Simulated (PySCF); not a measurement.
## A study: C8H8, SMILES `C12C3C4C1C5C2C3C45`

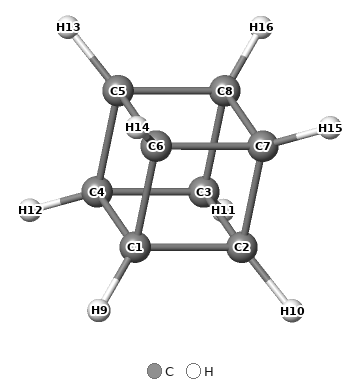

The molecule, with its atoms numbered as below. No frequency check shows the geometry to be a minimum.

Geometry (Å), atoms numbered from 1:

```
C1       0.4580    1.2291    0.2566
C2      -0.8006    0.9028   -0.5747
C3      -0.0214   -0.2006   -1.3212
C4       1.2372    0.1257   -0.4897
C5       0.8006   -0.9027    0.5747
C6       0.0214    0.2005    1.3212
C7      -1.2372   -0.1258    0.4898
C8      -0.4580   -1.2291   -0.2567
H9       0.8294    2.2257    0.4647
H10     -1.4499    1.6349   -1.0406
H11     -0.0387   -0.3632   -2.3925
H12      2.2403    0.2276   -0.8869
H13      1.4499   -1.6347    1.0406
H14      0.0388    0.3630    2.3925
H15     -2.2403   -0.2278    0.8870
H16     -0.8295   -2.2256   -0.4647
```

## 1. Bonding charge

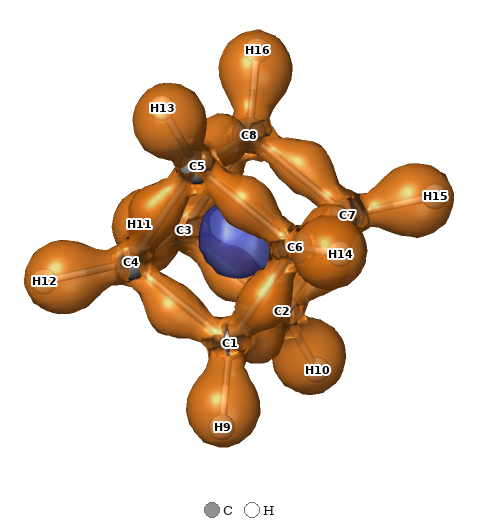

Deformation density (molecule less spherical, spin-averaged free atoms at the same positions), surfaces at ±0.22 e/Å³; orange: gain, blue: loss.

Computed with PySCF, M06-2X/def2-SVP, geometry: GFN2-xTB.

**How much density has each bond gained at its critical point, relative to the free atoms?**

C4–H12, C7–H15, C3–H11, C5–H13 and 4 more like them: +0.69 e/Å³ at the bond critical point (bond length 1.08 Å, Mayer order 1.1). C4–C5, C7–C8, C2–C7, C1–C2 and 8 more like them: +0.44 e/Å³ at the bond critical point (bond length 1.54 Å, Mayer order 0.8). In all, 3.8 electrons gather in the regions of gain relative to the promolecule.

**Where do the Hirshfeld charges lie?**

The highest Hirshfeld charge is on H9, H10, H11, H12, H13, H14, H15 and H16 (+0.04 e), the lowest on C1, C2, C3, C4, C5, C6, C7 and C8 (−0.04 e).

## 2. Bond critical points

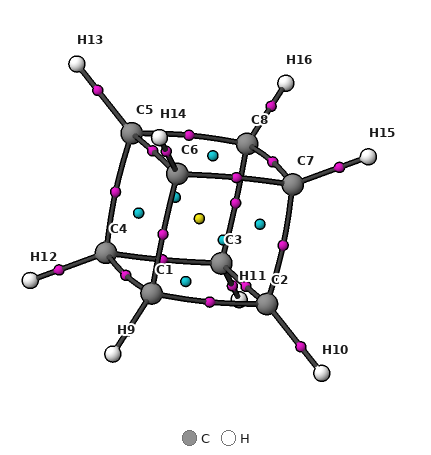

Molecular graph of the electron density (QTAIM): bond paths, bond critical points (magenta), ring points (cyan, if any) and cage points (yellow); weak paths are dashed.

**How many critical points of each kind are there, and does the count close?**

16 nuclei, 20 bond, 6 ring and 1 cage critical points: 16 − 20 + 6 − 1 = 1, as the Poincaré–Hopf relation requires.

**Tabulate density, Laplacian, ellipticity and energy density at the bond critical points (atomic units).**

```tsv
bond	length (Å)	ρ (a.u.)	∇²ρ (a.u.)	ε	H (a.u.)
C4–H12 (8 alike)	1.084	0.277	−1.00	0.00	−0.294
C4–C5 (12 alike)	1.543	0.240	−0.53	0.00	−0.192
```

**What kind of interaction is C4–H12?**

Shared-shell (covalent): ρ = 0.277, ∇²ρ = −1.00, H = −0.294 a.u.

## 3. Electrostatic potential

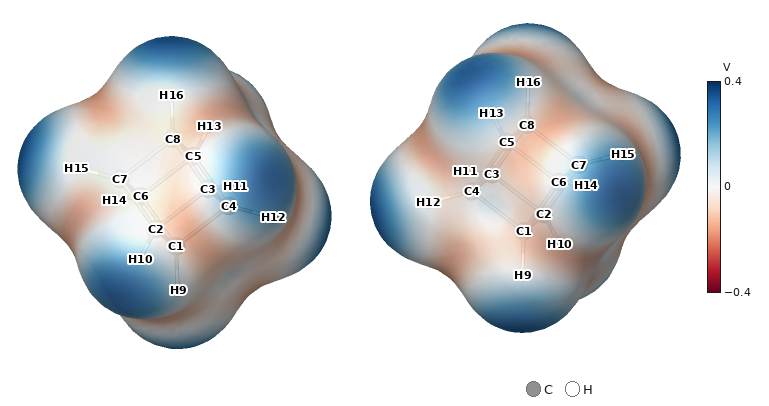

Electrostatic potential on the surface of electron density 0.001 a.u. (back view left, front view right).

**Where are the extremes of the potential on the surface?**

Highest: 0.34 V, 1.4 Å from H16, and at like points elsewhere. Lowest: −0.15 V, near H13 (1.72 Å) and H16 (1.80 Å), and at like points elsewhere. The surface is sampled at points, so like sites can differ by a few per cent and only the strongest of them is named.

**What volume does the surface enclose, and what is the dipole moment?**

About 134 Å³; the dipole moment is 0.0 D.

## 4. Localised orbitals

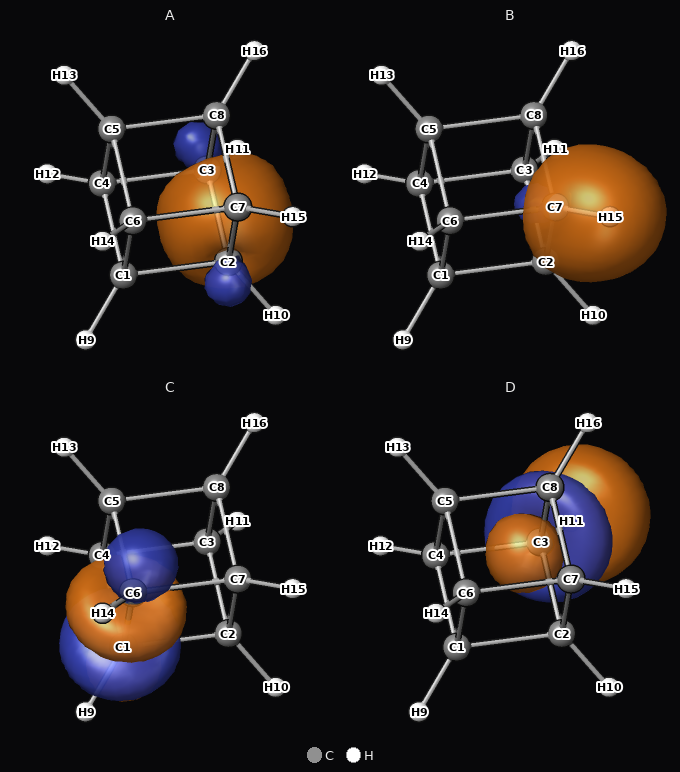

Intrinsic bond orbitals (IBO), occupied and valence-virtual; each surface holds about 85 % of the orbital's density. Energies are diagonal elements of the Fock matrix.

PySCF calculation, B3LYP/def2-SVPD, gas phase; geometry: GFN2-xTB.

**Name the orbitals, with their atomic make-up and energies.**

By panel:
- A: σ bond C2–C3 (C2 50 %, C3 50 %; −13.0 eV)
- B: σ bond C7–H15 (C7 57 %, H15 42 %; −13.3 eV)
- C: σ* orbital C1–C6 (C1 50 %, C6 50 %; 9.5 eV)
- D: σ* orbital H11–C3 (H11 56 %, C3 42 %; 10.5 eV)
